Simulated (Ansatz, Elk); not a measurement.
## Bonding as seen by X-rays: MoBrN

The structure of MoBrN used here is made up (a known structure type with other elements) and was relaxed beforehand with PBE. The aim is the Fourier transform of its all-electron density, F(hkl), set beside the sum over free spherical atoms that refinements use.

Calculated with Elk 11.2.3 (patched build); DFT, PBE, all-electron APW+lo, Dirac cores, scalar-relativistic bands, static density, no spin.

The structure was built from a prototype and need not be the compound's stable phase.

**1. Starting point**

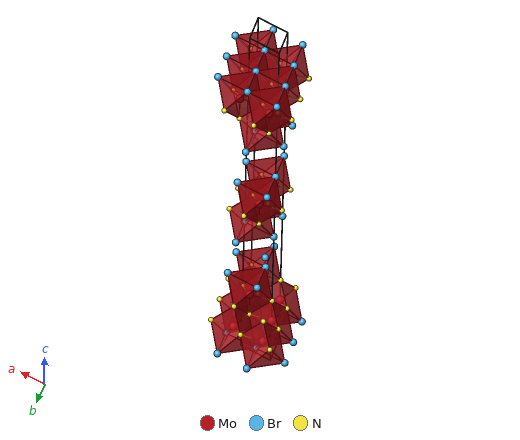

The starting structure, seen from a free direction (molybdenum red, bromine blue, nitrogen yellow). 1×2×1 cells are drawn. This picture shows the conventional cell, with its axes. Bonds to atoms that aren't drawn are left out. Some periodic images of atoms are drawn too.

As a file:

```cif
data_structure
_symmetry_space_group_name_H-M 'P 1'
_symmetry_Int_Tables_number 1
_cell_length_a 10.8367
_cell_length_b 10.8367
_cell_length_c 10.8367
_cell_angle_alpha 18.629
_cell_angle_beta 18.629
_cell_angle_gamma 18.629
_cell_volume 113.45
loop_
_atom_site_label
_atom_site_type_symbol
_atom_site_fract_x
_atom_site_fract_y
_atom_site_fract_z
_atom_site_occupancy
Mo1 Mo 0.12937 0.12937 0.12937 1
Mo2 Mo 0.87063 0.87063 0.87063 1
Br3 Br 0.40208 0.40208 0.40208 1
Br4 Br 0.59792 0.59792 0.59792 1
N5 N 0.19352 0.19352 0.19352 1
N6 N 0.80648 0.80648 0.80648 1
```

**2. Ground state and structure factors**

An all-electron density is needed, since X-rays see the cores too. Task 0 finds the density and task 195 Fourier-transforms it; tshift is off so that phases refer to the origin typed.

Contents of elk.in:

```
tasks
  0
  195

xctype
  20

spinpol
  .false.

rgkmax
  7.0

gmaxvr
  14.0

lmaxo
  7

lmaxapw
  8

swidth
  0.002

tshift
  .false.

ramdisk
  .false.

hmaxvr
  5.5

maxscl
  120

epspot
  1e-06

sppath
  './'

avec
  3.31453770318 1.91364923517 20.11749725218
  -3.31453770318 1.91364923517 20.11749725218
  0.00000000000 -3.82729847034 20.11749725218

atoms
  3
  'Mo.in'
  2
  0.1293740701 0.1293740701 0.1293740701   0.000000 0.000000 0.000000
  0.8706259299 0.8706259299 0.8706259299   0.000000 0.000000 0.000000
  'Br.in'
  2
  0.4020835505 0.4020835505 0.4020835505   0.000000 0.000000 0.000000
  0.5979164495 0.5979164495 0.5979164495   0.000000 0.000000 0.000000
  'N.in'
  2
  0.1935160641 0.1935160641 0.1935160641   0.000000 0.000000 0.000000
  0.8064839359 0.8064839359 0.8064839359   0.000000 0.000000 0.000000

ngridk
  7 7 7
```

Started as:

```
> OMP_NUM_THREADS=4 elk
```

Numbers of over 12 decimals in the logs are rounded to 6 here.

The log of the run:

```text
┌─────────────────────────┐
│ Elk code version 11.2.3 │
└─────────────────────────┘

All units are atomic (Hartree, Bohr, etc.)

┌─────────────────────────────────────────────────┐
│ Ground-state run starting from atomic densities │
└─────────────────────────────────────────────────┘

Lattice vectors :
   3.314537703       1.913649235       20.11749725
  -3.314537703       1.913649235       20.11749725
   0.000000000      -3.827298470       20.11749725

Reciprocal lattice vectors :
  0.9478222711      0.5472254434      0.1041081341
 -0.9478222711      0.5472254434      0.1041081341
  0.9326895680E-17  -1.094450887      0.1041081341

Unit cell volume      :    765.6151184
Brillouin zone volume :   0.3239881338

Muffin-tin inner radius fraction :   0.1000000000E-01

Nuclei treated as point charges

Species : 1 (Mo)
 parameters loaded from : Mo.in
 name : molybdenum
 nuclear charge    :   -42.00000000
 electronic charge :    42.00000000
 atomic mass :    174887.9214
 muffin-tin radius :    2.257939961
 number of radial points in muffin-tin :   1193
 inner part over the whole radius :   0.9908114603E-02
 number on inner part of muffin-tin    :    845
 approximate nuclear radius :   0.8334154960E-04
 number of mesh points to nuclear radius :    423
 atomic positions (lattice), magnetic fields (Cartesian) :
  1 :   0.12937407  0.12937407  0.12937407    0.00000000  0.00000000  0.00000000
  2 :  -0.12937407 -0.12937407 -0.12937407    0.00000000  0.00000000  0.00000000

Species : 2 (Br)
 parameters loaded from : Br.in
 name : bromine
 nuclear charge    :   -35.00000000
 electronic charge :    35.00000000
 atomic mass :    145656.0816
 muffin-tin radius :    2.400000000
 number of radial points in muffin-tin :    993
 inner part over the whole radius :   0.9934012010E-02
 number on inner part of muffin-tin    :    703
 approximate nuclear radius :   0.7858070945E-04
 number of mesh points to nuclear radius :    344
 atomic positions (lattice), magnetic fields (Cartesian) :
  1 :   0.40208355  0.40208355  0.40208355    0.00000000  0.00000000  0.00000000
  2 :  -0.40208355 -0.40208355 -0.40208355    0.00000000  0.00000000  0.00000000

Species : 3 (N)
 parameters loaded from : N.in
 name : nitrogen
 nuclear charge    :   -7.000000000
 electronic charge :    7.000000000
 atomic mass :    25532.65216
 muffin-tin radius :    1.563189204
 number of radial points in muffin-tin :    593
 inner part over the whole radius :   0.9871708632E-02
 number on inner part of muffin-tin    :    405
 approximate nuclear radius :   0.4939692610E-04
 number of mesh points to nuclear radius :    171
 atomic positions (lattice), magnetic fields (Cartesian) :
  1 :   0.19351606  0.19351606  0.19351606    0.00000000  0.00000000  0.00000000
  2 :  -0.19351606 -0.19351606 -0.19351606    0.00000000  0.00000000  0.00000000

Total number of atoms per unit cell :    6
Total muffin-tin volume :    244.2515953
 ratio of muffin-tin to unit cell volume :   0.3190266094

Spin treatment :
 spin-unpolarised

Number of Bravais lattice symmetries :   12
Number of crystal symmetries         :   12
Crystal has inversion symmetry
Real symmetric eigensolver will be used

k-point grid :      7     7     7
k-point offset :    0.000000000       0.000000000       0.000000000
k-point set is reduced with full crystal symmetry group
Total number of k-points :       44

Muffin-tin radius times maximum |G+k| :    7.000000000
 using average radius
Maximum |G+k| for APW functions       :    3.375592991
Maximum (1/2)|G+k|²                   :    5.697314019
Maximum |G| for potential and density :    14.00000000
Constant for pseudocharge density :    8
 order of it for each species :   15  15  15
 order of it for pair densities of each species (exact exchange by exxq0 0: 16) :   12  13   4
Radial integration step length :    1

G-vector grid sizes :     96    96    96
Number of G-vectors :    35519

Maximum angular momentum used for
 APW functions            :    8
 outer part of muffin-tin :    7
[...]
Madelung                    :     -16224.945345611
 xc potential                :     -576.75235022724
 exchange                    :     -437.56338457077
 correlation                 :     -8.310334
 electron entropic           :    -0.12294056387072E-02
 total energy                :     -13423.936316398

Density of states at Fermi energy :    96.78811336
 (states/Hartree/unit cell)

Estimated indirect band gap :   0.1668669652E-02
 from k-point 9 to k-point 2
Estimated direct band gap   :   0.9437815346E-02
 at k-point 9

Charges :
 core                        :    96.00000000
 valence                     :    72.00000000
 interstitial                :    10.55655162
 muffin-tins (core leakage)
  species : 1 (Mo)
[...]
species : 2 (Br)
[...]
species : 3 (N)
[...]
total in muffin-tins        :    157.4434484
 total calculated charge     :    167.9991228
 total charge                :    168.0000000
 error                       :   0.8771746253E-03

RMS change in Kohn-Sham potential (target) :   0.9819959611     (  0.1000000000E-05)
Absolute change in total energy (target)   :   0.1121818687     (  0.1000000000E-03)

[... loops 3 to 17 left out ...]

┌──────────────────┐
│ Loop number : 18 │
└──────────────────┘

Energies :
 Fermi                       :     0.255930
 sum of occupied eigenvalues :     -7907.4596330487
 electron kinetic            :      13851.336554092
 core electron kinetic       :      13164.101580234
 Coulomb                     :     -26827.243051402
 Coulomb potential           :     -21177.818285846
 nuclear-nuclear             :     -1077.1207345114
 electron-nuclear            :     -30350.613529625
 Hartree                     :      4600.4912127344
 Madelung                    :     -16238.333908479
 xc potential                :     -580.97790129390
 exchange                    :     -437.77473158586
 correlation                 :     -8.336367
 electron entropic           :    -0.21853272817301E-02
 total energy                :     -13422.019781231

Density of states at Fermi energy :    175.9135268
 (states/Hartree/unit cell)

Estimated indirect band gap :   0.1698491745E-02
 from k-point 1 to k-point 40
Estimated direct band gap   :   0.4889904878E-02
 at k-point 40

Charges :
 core                        :    96.00000000
 valence                     :    72.00000000
 interstitial                :    10.38342282
 muffin-tins (core leakage)
  species : 1 (Mo)
[...]
species : 2 (Br)
[...]
species : 3 (N)
[...]
total in muffin-tins        :    157.6165772
 total calculated charge     :    167.9991604
 total charge                :    168.0000000
 error                       :   0.8395604136E-03

RMS change in Kohn-Sham potential (target) :   0.5192281305E-06 (  0.1000000000E-05)
Absolute change in total energy (target)   :   0.4767856080E-04 (  0.1000000000E-03)

Convergence targets achieved

┌──────────────────┐
│ Loop number : 19 │
└──────────────────┘

Energies :
 Fermi                       :     0.255931
 sum of occupied eigenvalues :     -7907.4596182777
 electron kinetic            :      13851.336561604
 core electron kinetic       :      13164.101583481
 Coulomb                     :     -26827.243042378
 Coulomb potential           :     -21177.818320873
 nuclear-nuclear             :     -1077.1207345114
 electron-nuclear            :     -30350.613475982
 Hartree                     :      4600.4911681155
 Madelung                    :     -16238.333881941
 xc potential                :     -580.97785900870
 exchange                    :     -437.77473123219
 correlation                 :     -8.336367
 electron entropic           :    -0.21853284453809E-02
 total energy                :     -13422.019764315

Density of states at Fermi energy :    175.9136552
 (states/Hartree/unit cell)

Estimated indirect band gap :   0.1698499114E-02
 from k-point 1 to k-point 40
Estimated direct band gap   :   0.4889902168E-02
 at k-point 40

Charges :
 core                        :    96.00000000
 valence                     :    72.00000000
 interstitial                :    10.38342255
 muffin-tins (core leakage)
  species : 1 (Mo)
[...]
species : 2 (Br)
[...]
atom 2                    :    33.50319770     (  0.2288968445E-04)
  species : 3 (N)
   atom 1                    :    5.857381461     (  0.2039983106E-05)
   atom 2                    :    5.857381461     (  0.2039983106E-05)
 total in muffin-tins        :    157.6165775
 total calculated charge     :    167.9991604
 total charge                :    168.0000000
 error                       :   0.8395603311E-03

┌──────────────────────────────┐
│ Self-consistent loop stopped │
└──────────────────────────────┘

Wrote STATE.OUT
```

Wall time 1.9 min (4 threads of Arm Neoverse V2, shared host); peak memory 0.51 GiB; 5.5 min of CPU time.

SFACRHO.OUT:

```text

h k l indices transformed by vhmat matrix:
   1.000000000       0.000000000       0.000000000    
   0.000000000       1.000000000       0.000000000    
   0.000000000       0.000000000       1.000000000    

      h      k      l  multipl.   |H|            Re(F)            Im(F)           |F|

      0      0      0      1   0.0000000       168.00000      0.68488172E-15   168.00000    
      1      1      1      2  0.31232440      -56.063759      0.26562610E-13   56.063759    
      2      2      2      2  0.62464880      -36.269017     -0.10293012E-13   36.269017    
     -3     -3     -3      2  0.93697321      -8.4722620      0.26562610E-13   8.4722620    
      0     -1      0      6   1.0993913       3.6251813      -0.0000000       3.6251813    
      0      1      1      6   1.1140811       7.5484543      0.49804894E-14   7.5484543    
      1      1      2      6   1.1709991      -111.40820      0.29218871E-13   111.40820    
     -1     -2     -2      6   1.2119345       26.294092     -0.21167080E-13   26.294092    
      4      4      4      2   1.2492976      -42.149322      0.11156296E-12   42.149322    
     -2     -2     -3      6   1.3148800       71.013638      0.47812699E-13   71.013638    
      3      2      3      6   1.3753134       66.097689     -0.53125221E-13   66.097689    
     -3     -3     -4      6   1.5105208       43.563456     -0.10791060E-13   43.563456    
     -5     -5     -5      2   1.5616220       116.73558      0.53125221E-13   116.73558    
     -4     -3     -4      6   1.5840712      -95.705571     -0.50136927E-13   95.705571    
      4      4      5      6   1.7405545      -25.300550      0.21125576E-13   25.300550    
     -4     -5     -5      6   1.8226819      -13.693547      0.42500177E-13   13.693547    
      6      6      6      2   1.8739464      -30.841325      0.21125576E-13   30.841325    
      1     -1      0      6   1.8956445       113.48585      0.10727564E-14   113.48585
```

Elk indexes on the primitive cell of elk.in and gives |H| = 4π sin θ/λ in inverse bohr. Below, one row stands for each form hkl of the conventional cell (m members, Friedel mates merged), F is for one primitive cell and the density is static (no thermal factor). Free-atom factors are Waasmaier and Kirfel's, and R is Σm||F|−|F'||/Σm|F|.

| hkl | m | sin θ/λ (Å⁻¹) | abs F, DFT | neutral atoms | diff. |
| --- | --- | --- | --- | --- | --- |
| 003 | 2 | 0.047 | 56.064 | 55.992 | +0.072 |
| 006 | 2 | 0.094 | 36.269 | 36.345 | -0.076 |
| 009 | 2 | 0.141 | 8.472 | 8.128 | +0.345 |
| 101 | 6 | 0.165 | 3.625 | 3.783 | -0.157 |
| 012 | 6 | 0.168 | 7.548 | 7.967 | -0.418 |
| 104 | 6 | 0.176 | 111.408 | 111.811 | -0.403 |
| 015 | 6 | 0.182 | 26.294 | 25.296 | +0.998 |
| 0 0 12 | 2 | 0.188 | 42.149 | 42.463 | -0.314 |
| 107 | 6 | 0.198 | 71.014 | 71.593 | -0.579 |
| 018 | 6 | 0.207 | 66.098 | 66.986 | -0.889 |
| 1 0 10 | 6 | 0.227 | 43.563 | 43.038 | +0.526 |
| 0 0 15 | 2 | 0.235 | 116.736 | 116.636 | +0.100 |
| 0 1 11 | 6 | 0.238 | 95.706 | 96.099 | -0.394 |
| 1 0 13 | 6 | 0.262 | 25.301 | 25.088 | +0.212 |
| 0 1 14 | 6 | 0.274 | 13.694 | 13.675 | +0.019 |
| 0 0 18 | 2 | 0.282 | 30.841 | 30.708 | +0.133 |
| 110 | 6 | 0.285 | 113.486 | 113.659 | -0.173 |
| 113 | 12 | 0.289 | 36.785 | 36.782 | +0.003 |

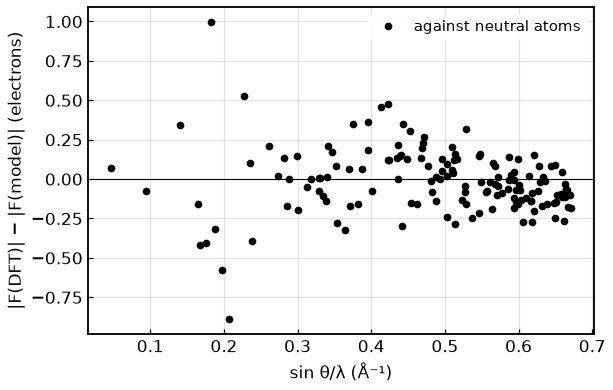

Difference between the calculated structure factors and the independent-atom ones.

**3. The highest occupied states alone**

An energy window below the Fermi level keeps the highest occupied states, to see at which angles they scatter; shallow core shells can lie inside it and anion s states outside. No new self-consistency is needed.

Edit elk.in of step 2 so:

```diff
@@ -1,3 +1,2 @@
 tasks
-  0
   195
@@ -40,2 +39,5 @@
 
+wsfac
+  -0.185060 0.555930
+
 sppath
```

Started as:

```
> OMP_NUM_THREADS=4 elk
```

The log of the run:

```text
┌─────────────────────────────────┐
│ Elk code version 11.2.3 started │
└─────────────────────────────────┘

Info(readinput): the functional depends on the density's gradient
 muffin-tin radial points multiplied by    2.00000
 (not where nrmtscf is given)

┌────────────────────┐
│ Current task : 195 │
└────────────────────┘
Info(checkmt): changed muffin-tin radius of species 1 (Mo) from   2.6000 to   2.2579
Info(checkmt): changed muffin-tin radius of species 3 (N) from   1.8000 to   1.5632

Info(sfacrho): density structure factors written to SFACRHO.OUT

 Energy window :  -0.1850600000      0.5559300000

┌──────────────────┐
│ Elk code stopped │
└──────────────────┘
```

It took 16 s on 4 threads; peak memory 0.29 GiB; 20 s of CPU time.

States within 12 eV below the Fermi level hold 28.00 electrons; any levels below the window count with the cores. Their amplitudes can exceed the total, where window and core parts have opposite phase:

| hkl | sin θ/λ (Å⁻¹) | abs F, window | abs F, all |
| --- | --- | --- | --- |
| 003 | 0.047 | 10.667 | 56.064 |
| 006 | 0.094 | 1.972 | 36.269 |
| 009 | 0.141 | 1.438 | 8.472 |
| 101 | 0.165 | 1.057 | 3.625 |
| 012 | 0.168 | 2.471 | 7.548 |
| 104 | 0.176 | 5.097 | 111.408 |
| 015 | 0.182 | 5.341 | 26.294 |
| 0 0 12 | 0.188 | 3.431 | 42.149 |
| 107 | 0.198 | 0.516 | 71.014 |
| 018 | 0.207 | 0.709 | 66.098 |

**4. Another functional**

The difference from free atoms is small, so it is set against the change that LDA (Perdew-Wang) makes.

Edit elk.in of step 3 so:

```diff
@@ -1,2 +1,3 @@
 tasks
+  0
   195
@@ -4,3 +5,3 @@
 xctype
-  20
+  3
 
@@ -39,5 +40,2 @@
 
-wsfac
-  -0.185060 0.555930
-
 sppath
```

Started as:

```
> OMP_NUM_THREADS=4 elk
```

The log of the run:

```text
┌─────────────────────────┐
│ Elk code version 11.2.3 │
└─────────────────────────┘

All units are atomic (Hartree, Bohr, etc.)

┌─────────────────────────────────────────────────┐
│ Ground-state run starting from atomic densities │
└─────────────────────────────────────────────────┘

Lattice vectors :
   3.314537703       1.913649235       20.11749725
  -3.314537703       1.913649235       20.11749725
   0.000000000      -3.827298470       20.11749725

Reciprocal lattice vectors :
  0.9478222711      0.5472254434      0.1041081341
[...]
interstitial                :    10.45374639
 muffin-tins (core leakage)
  species : 1 (Mo)
[...]
species : 2 (Br)
[...]
species : 3 (N)
   atom 1                    :    5.837754260     ( -0.1779440876E-05)
   atom 2                    :    5.837754260     ( -0.1779440876E-05)
 total in muffin-tins        :    157.5462536
 total calculated charge     :    167.9992105
 total charge                :    168.0000000
 error                       :   0.7894752752E-03

┌──────────────────────────────┐
│ Self-consistent loop stopped │
└──────────────────────────────┘

Wrote STATE.OUT
[key lines of the parts left out:]
total energy                :     -13406.430700229
```

Run time: 83 s. Hardware: 4 threads; peak memory 0.43 GiB.

Against the first run R = 0.05 %; the largest change is +0.048 at 1 0 31.

**5. Basis size**

A smaller basis shows how fast F responds to it; the change is likely larger than the basis error of the first run, but doesn't show convergence.

Edit elk.in of step 4 so:

```diff
@@ -5,3 +5,3 @@
 xctype
-  3
+  20
 
@@ -11,3 +11,3 @@
 rgkmax
-  7.0
+  5.5
```

Started as:

```
> OMP_NUM_THREADS=4 elk
```

The log of the run:

```text
┌─────────────────────────┐
│ Elk code version 11.2.3 │
└─────────────────────────┘

All units are atomic (Hartree, Bohr, etc.)

┌─────────────────────────────────────────────────┐
│ Ground-state run starting from atomic densities │
└─────────────────────────────────────────────────┘

Lattice vectors :
   3.314537703       1.913649235       20.11749725
  -3.314537703       1.913649235       20.11749725
   0.000000000      -3.827298470       20.11749725

Reciprocal lattice vectors :
  0.9478222711      0.5472254434      0.1041081341
[...]
interstitial                :    10.68643478
 muffin-tins (core leakage)
  species : 1 (Mo)
[...]
species : 2 (Br)
[...]
species : 3 (N)
   atom 1                    :    5.777945856     (  0.2023618320E-05)
   atom 2                    :    5.777945856     (  0.2023618320E-05)
 total in muffin-tins        :    157.3135652
 total calculated charge     :    167.9993424
 total charge                :    168.0000000
 error                       :   0.6575869772E-03

┌──────────────────────────────┐
│ Self-consistent loop stopped │
└──────────────────────────────┘

Wrote STATE.OUT
[key lines of the parts left out:]
total energy                :     -13421.801603890
```

Run time: 83 s. Hardware: 4 threads; peak memory 0.47 GiB; 3.6 min of CPU time.

Against the first run R = 0.08 %; the largest change is -0.132 at 110.

**6. Settings against the effect**

| run | R against the first run (%) | R against neutral atoms, low angle (%) | wall time |
| --- | --- | --- | --- |
| PBE, rgkmax 7 | 0.00 | 0.69 | 1.9 min |
| LDA (Perdew-Wang) | 0.05 | 0.68 | 83 s |
| rgkmax 5.5 | 0.08 | 0.69 | 83 s |

**7. What came out**

| Quantity | Value |
| --- | --- |
| R against neutral atoms, sin θ/λ < 0.3 Å⁻¹ | 0.69 % |
| R against neutral atoms, 0.3 to 0.67 Å⁻¹ | 0.38 % |

Independent neutral atoms miss the calculated amplitudes by R = 0.69 % below 0.3 Å⁻¹ and 0.38 % from there to 0.67 Å⁻¹; by shells, 0.49 % below 0.15 Å⁻¹ (3 forms), 0.70 % 0.15 to 0.3 (16 forms), 0.41 % 0.3 to 0.45 (34 forms), 0.37 % above 0.45 (96 forms). Bonding, aspherical density and the tables' own atoms all enter these figures, and the runs don't part them. The largest change of an amplitude is +1.00 electrons, at 015. The window's part falls from 28.0 electrons at the origin to at most 0.57 between 0.45 and 0.67 Å⁻¹. Below 0.3 Å⁻¹ the changes that finished (LDA (Perdew-Wang) and rgkmax 5.5) move F by R = 0.13 % at most, against the 0.69 % that separates it from free atoms. The k-mesh has no finished test. These runs have no spin, though d or f shells may be open. Part of the difference isn't bonding: the tables are fits to free atoms and ions calculated by other methods than this functional. Thermal motion, anomalous dispersion and extinction are left out.

[Logs are printed without paths, hosts, clocks, repeated set-up lines and the standing remarks that a program may print on its own settings, such as how far it seeks lower states.]

[Hosts, paths, dates, database ids (printed as entryN), source tags and the programs' standing remarks are cut or masked in the printed files.]
